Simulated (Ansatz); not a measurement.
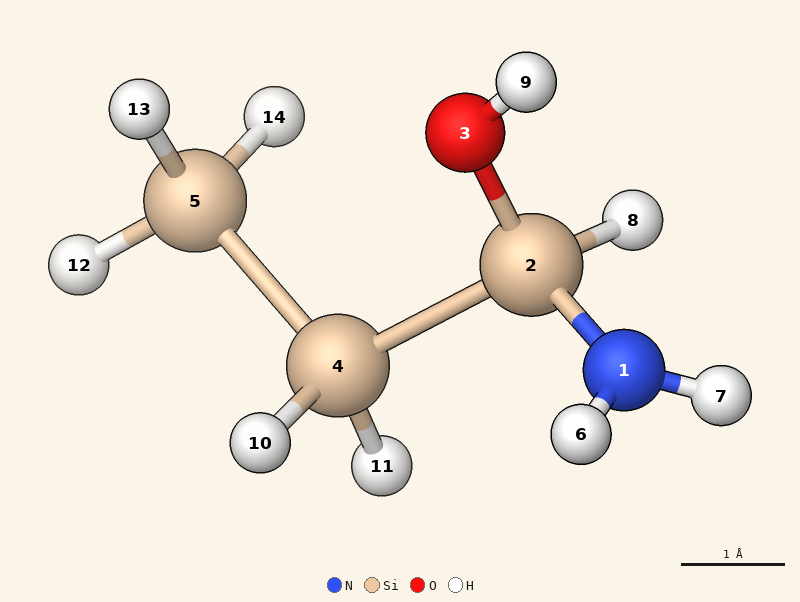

Orthographic view with a scale bar. The geometry was computed by an optimisation with PBE0-D4/def2-TZVP. No frequency run is at hand to confirm it as a minimum.

Write Cartesian coordinates in Å in the frame of the picture: x to the right, y up, z towards the viewer, origin at the mean of the atomic positions.

```xyz
14
H9NOSi3
N    2.09  -0.92   1.49
Si   1.18   0.11   0.47
O    0.53   1.40   1.27
Si  -0.71  -0.87  -0.50
Si  -2.11   0.74  -1.46
H    1.67  -1.55   2.16
H    3.04  -1.17   1.28
H    2.17   0.55  -0.56
H    1.13   1.90   1.84
H   -1.47  -1.63   0.54
H   -0.28  -1.85  -1.54
H   -3.24   0.11  -2.18
H   -2.65   1.63  -0.40
H   -1.33   1.56  -2.43
```
